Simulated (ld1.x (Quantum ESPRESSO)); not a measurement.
# Pseudopotential generation for Co (part 2 of 2)

The same run, continued: cobalt (Co, Z = 27), core [Ne], reference valence 3s2 3p6 3d7 4s1 4p0 (an ion of charge +1), valence charge 17. Method: TM potential, BLYP, non-relativistic, made with ld1.x (Quantum ESPRESSO) 7.5.

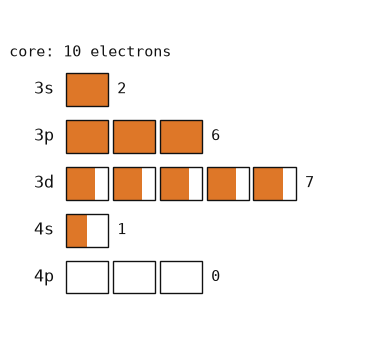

The valence shells of the reference configuration: a box for each of the 2l + 1 orbitals, shaded by the share of the shell that is filled, with the electron count at the right.

**Output of the test run (extracts), continued**
```
     ---------------------- Testing the pseudopotential ----------------------

     Co

     atomic number is 27.00   valence charge is 17.00
     dft =BLYP   lsd =0 sic =0 latt =0  beta=0.20 tr2=1.0E-14
     mesh =1193 r(mesh) =  99.89935 xmin = -7.00 dx = 0.01250

     n l     nl             e AE (Ry)        e PS (Ry)    De AE-PS (Ry)
     1 0     3S   1( 2.00)       -7.45334       -7.44681       -0.00653  !
     2 1     3P   1( 6.00)       -4.90309       -4.89665       -0.00644  !
     3 2     3D   1( 7.00)       -0.74762       -0.74090       -0.00672  !
     2 0     4S   1( 1.00)       -0.47322       -0.47836        0.00514  !
     3 1     4P   1( 1.00)       -0.15041       -0.14146       -0.00895  !

     eps = 4.2E-15  iter = 15

     Etot =   -2765.144441 Ry,   -1382.572221 Ha,  -37621.706710 eV
     Etotps =  -305.845976 Ry,    -152.922988 Ha,   -4161.246494 eV
     dEtot_ae =      -0.343139 Ry
     dEtot_ps =      -0.338511 Ry,   Delta E=      -0.004628 Ry

     Ekin =     169.349687 Ry,      84.674843 Ha,    2304.119866 eV
     Encl =    -651.059343 Ry,    -325.529672 Ha,   -8858.113627 eV
     Ehrt =     248.166556 Ry,     124.083278 Ha,    3376.478001 eV
     Ecxc =     -47.267728 Ry,     -23.633864 Ha,    -643.110201 eV
     (Ecc =     -15.236544 Ry,      -7.618272 Ha,    -207.303744 eV)
     Epseu=     -25.035147 Ry,     -12.517574 Ha,    -340.620533 eV

     ---------------------- End of pseudopotential test ----------------------

     ---------------------- Testing the pseudopotential ----------------------

     Co

     atomic number is 27.00   valence charge is 17.00
     dft =BLYP   lsd =0 sic =0 latt =0  beta=0.20 tr2=1.0E-14
     mesh =1193 r(mesh) =  99.89935 xmin = -7.00 dx = 0.01250

     n l     nl             e AE (Ry)        e PS (Ry)    De AE-PS (Ry)
     1 0     3S   1( 2.00)      -11.74363      -11.76238        0.01875  !
     2 1     3P   1( 6.00)       -9.16025       -9.18043        0.02018  !
     3 2     3D   1( 5.00)       -4.87097       -4.88923        0.01826  !
     2 0     4S   1( 0.00)       -3.33373       -3.41329        0.07956  !
     3 1     4P   1( 0.00)       -2.71759       -2.75970        0.04211  !

     eps = 7.5E-15  iter = 11

     Etot =   -2756.828158 Ry,   -1378.414079 Ha,  -37508.557905 eV
     Etotps =  -297.467237 Ry,    -148.733618 Ha,   -4047.247934 eV
     dEtot_ae =       7.973145 Ry
     dEtot_ps =       8.040229 Ry,   Delta E=      -0.067084 Ry

     Ekin =     156.169141 Ry,      78.084570 Ha,    2124.789407 eV
     Encl =    -574.189149 Ry,    -287.094575 Ha,   -7812.241356 eV
     Ehrt =     185.856817 Ry,      92.928408 Ha,    2528.710814 eV
     Ecxc =     -43.568124 Ry,     -21.784062 Ha,    -592.774521 eV
     (Ecc =     -15.236544 Ry,      -7.618272 Ha,    -207.303744 eV)
     Epseu=     -21.735922 Ry,     -10.867961 Ha,    -295.732279 eV

     ---------------------- End of pseudopotential test ----------------------

     ---------------------- Testing the pseudopotential ----------------------

     Co

     atomic number is 27.00   valence charge is 17.00
     dft =BLYP   lsd =0 sic =0 latt =0  beta=0.20 tr2=1.0E-14
     mesh =1193 r(mesh) =  99.89935 xmin = -7.00 dx = 0.01250

     n l     nl             e AE (Ry)        e PS (Ry)    De AE-PS (Ry)
     1 0     3S   1( 2.00)       -8.07923       -8.08539        0.00616  !
     2 1     3P   1( 6.00)       -5.52925       -5.53530        0.00605  !
     3 2     3D   1( 7.00)       -1.36740       -1.37313        0.00573  !
     2 0     4S   1( 0.00)       -0.99668       -1.01647        0.01979  !
     3 1     4P   1( 1.00)       -0.60690       -0.60922        0.00232

     eps = 8.1E-15  iter = 15

     Etot =   -2764.418008 Ry,   -1382.209004 Ha,  -37611.823085 eV
     Etotps =  -305.107997 Ry,    -152.553998 Ha,   -4151.205771 eV
     dEtot_ae =       0.383294 Ry
     dEtot_ps =       0.399469 Ry,   Delta E=      -0.016174 Ry

     Ekin =     170.048903 Ry,      85.024452 Ha,    2313.633193 eV
     Encl =    -640.367471 Ry,    -320.183736 Ha,   -8712.643297 eV
     Ehrt =     237.819429 Ry,     118.909714 Ha,    3235.698166 eV
     Ecxc =     -46.856578 Ry,     -23.428289 Ha,    -637.516222 eV
     (Ecc =     -15.236544 Ry,      -7.618272 Ha,    -207.303744 eV)
     Epseu=     -25.752279 Ry,     -12.876140 Ha,    -350.377611 eV

     ---------------------- End of pseudopotential test ----------------------
```

**Key numbers**

- outcome: generated; the pseudo-atom misses its reference levels by up to 0.23 eV (4s, which has no pseudo-wave of its own)
- reference test: the pseudo-atom misses its own reference levels by up to 0.23 eV
- cutoffs needed: 300 Ry and over 300 Ry (the cutoffs, on a coarse ladder, from which the occupation-weighted sum of valence levels, in a spherical-Bessel basis at the reference potential, stays within 10 and 1 mRy of its value at 400 Ry); ghost states and empty shells don't enter this sum
- ghost test: no ghost state below the valence levels in the s, p, d, f channels (spherical-Bessel basis up to 400 Ry, 20 bohr box)
- largest excitation error: -913 meV (all-electron minus pseudo) for 3s2 3p6 3d5 4s0 4p0, out of 7 test configurations
- range over which the phases arctan(r u′/u) at the test radius agree within 0.05 rad (a looser test near the poles than one of phase shifts): s: up to about 0.0 Ry; p: up to about 2.4 Ry; d: over the whole range computed; f: over the whole range computed
- hardware: 1 CPU thread, shared host
- wall time: 3.9 s

**Remarks**

An excitation error of 913 meV in its own tests makes this a poorly transferable potential.
